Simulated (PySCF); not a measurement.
SMILES c1ccccc1[SiH2]CSC, GFN2-xTB optimised geometry. Atoms within 1.6 Å of the plane z = 0.6 Å (x, y, z in Å): C1 (-2.35, -4.07, 1.30), S2 (-1.46, -3.94, -0.27), C3 (-0.54, -2.39, -0.02), Si4 (-1.68, -0.87, -0.01), C5 (-0.65, 0.71, 0.00), C6 (-1.30, 1.94, 0.00), C7 (-0.59, 3.12, 0.00), C8 (0.79, 3.10, 0.00), C9 (1.46, 1.89, 0.00), C10 (0.74, 0.71, 0.00), H11 (-2.80, -5.05, 1.32), H12 (-1.65, -3.96, 2.12), H13 (-3.12, -3.30, 1.35), H14 (0.15, -2.36, -0.86), H15 (0.05, -2.51, 0.89), H16 (-2.51, -0.89, 1.21), H18 (-2.38, 1.96, 0.00), H19 (-1.12, 4.07, 0.00), H20 (1.35, 4.03, 0.00), H21 (2.54, 1.87, 0.00), H22 (1.28, -0.23, 0.00).

Level of theory: PBE0/def2-SVP in PySCF.

Map of the electron localisation function on the plane z = 0.6 Å:

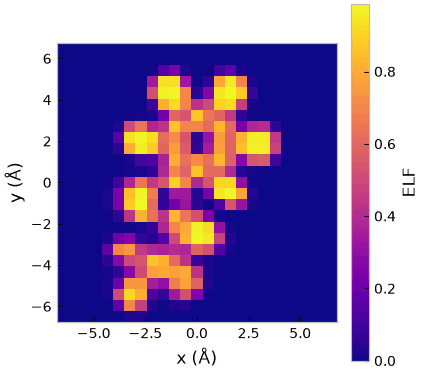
*Electron localisation function on the plane z = 0.6 Å.*
